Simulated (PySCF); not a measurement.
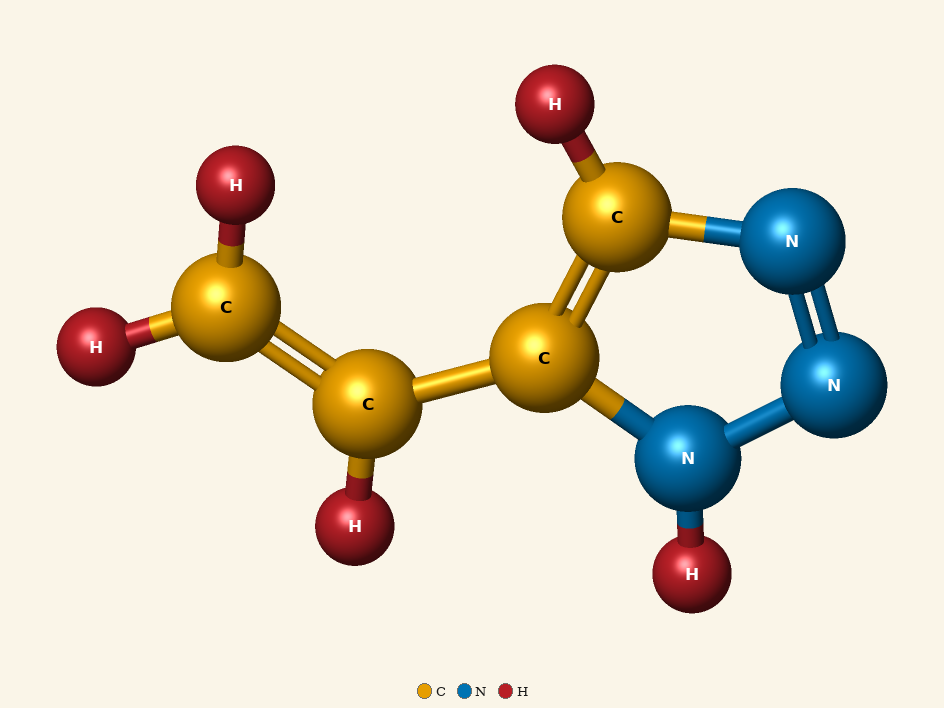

The computed structure is the end point of a GFN2-xTB optimisation. No frequency run is at hand to confirm it as a minimum.

Description:

The molecule is C₄H₅N₃. As SMILES it reads `C=Cc1cnn[nH]1`. Independent rings (smallest set): 1 of 5 members, 1 of them aromatic. Among its groups: alkene. This geometry has Cs symmetry. All atoms lie on one plane. Coordination: 4 C trigonal planar; 2 N bent; 1 N trigonal planar.

The parts below concern this one geometry. Atoms keep their numbers from picture to picture.

Shape

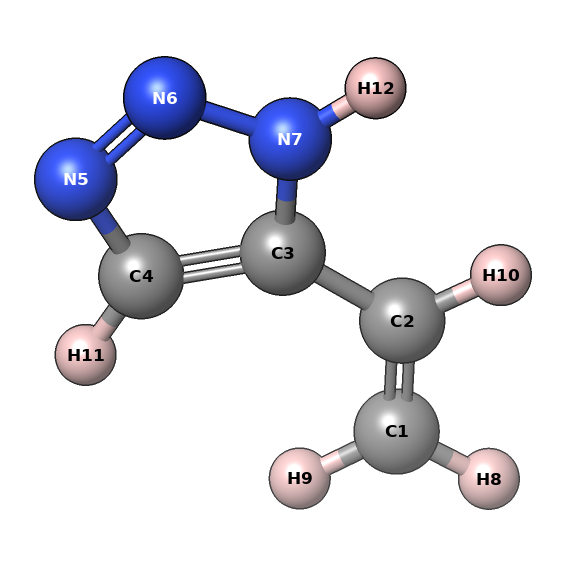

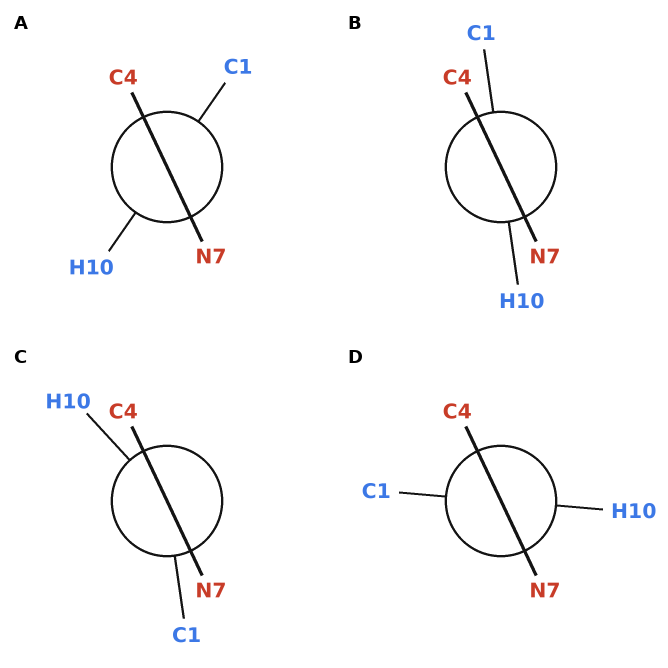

Atoms fade into the background with distance from the viewer. Bonds that would overlap in a projection are set slightly apart. No frequency run is at hand to confirm it as a minimum.

**Which Newman projection shows the view along C3–C2, with C3 in front?**

B. The torsion angle N7–C3–C2–C1 is 180°, antiperiplanar (anti).

NMR shielding

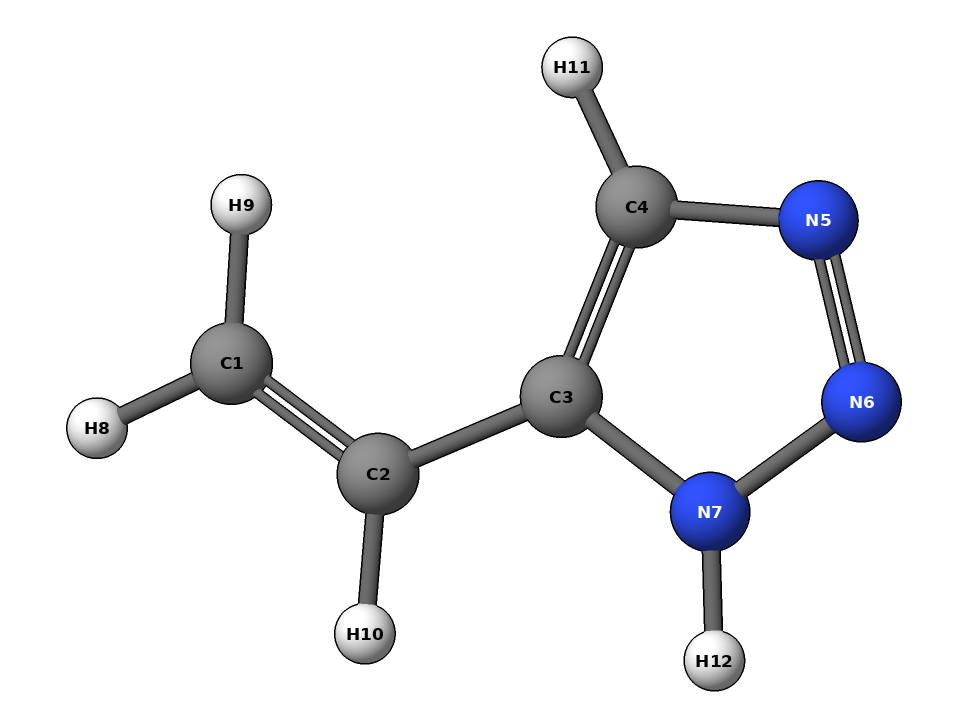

The questions are on isotropic NMR shieldings of the C atoms. No frequency run is at hand to confirm it as a minimum. Level of theory: GIAO PBE0/pcSseg-1 NMR shielding, non-relativistic, gas phase (PySCF 2.14.0).

**Which C atom is the most shielded (lowest chemical shift)?**

C1 (62.7 ppm).

**Which C atom is the least shielded (highest chemical shift)?**

C3 (44.1 ppm).

**How wide is the range of C shifts?**

18.6 ppm.

Give the isotropic NMR shieldings of the C atoms atom by atom.

```
atom  σ (ppm)
  C1     62.7
  C2     58.8
  C3     44.1
  C4     54.6
```

Ring current

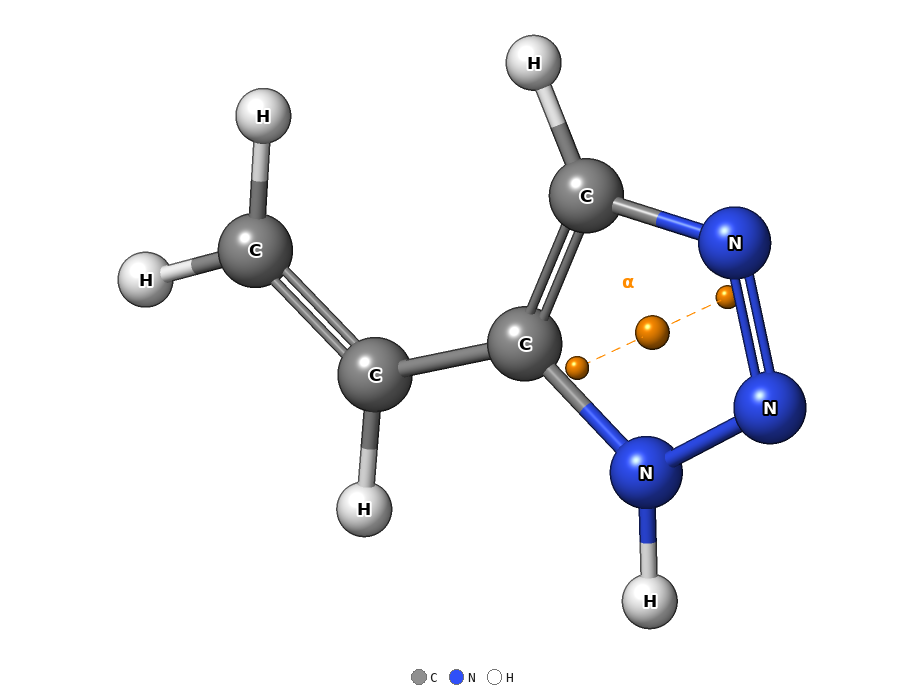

The small points mark where nucleus-independent chemical shifts (NICS) were computed: at the centre of each lettered ring and 1 Å above and below it. No frequency run is at hand to confirm it as a minimum. Level of theory: GIAO PBE0/pcSseg-1 NMR shielding, non-relativistic, gas phase (PySCF 2.14.0).

Give NICS(0), NICS(1) and the out-of-plane component NICS(1)zz for each ring (means of the two sides).

```csv
ring,members,NICS(0),NICS(1),NICS(1)zz
α,C2N3,−12.3,−12.7,−32.2
```

Values in ppm.

**What do the values say about the ring currents?**

Ring α: diatropic, as in an aromatic ring. NICS is one index among several.

Excitation

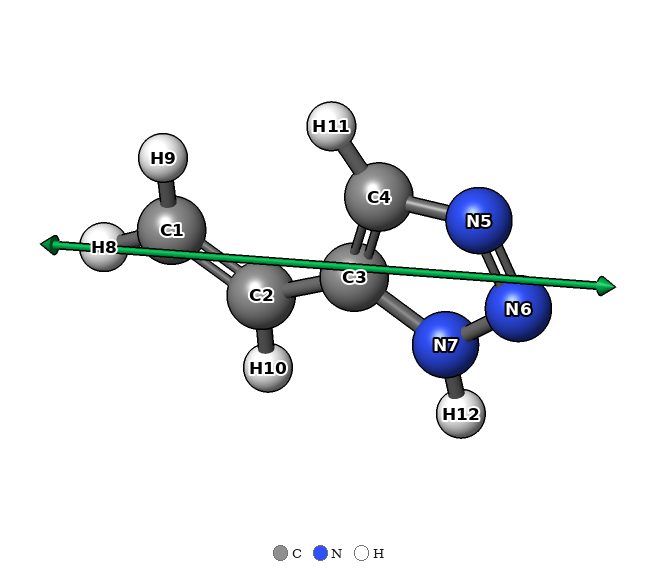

The double arrow shows the direction of the transition dipole to excited singlet state 2 (its length means nothing). No frequency run is at hand to confirm it as a minimum. Properties computed with TDDFT PBE0/def2-SVPD, vertical, gas phase, core orbitals frozen in the response (PySCF 2.14.0).

**How is the transition polarised?**

In the molecular plane, close to the long direction C1···N6.

**Give its energy, strength and character.**

5.21 eV (238 nm), oscillator strength 0.37, mainly HOMO → LUMO (weight 0.96); transition dipole 4.31 D.
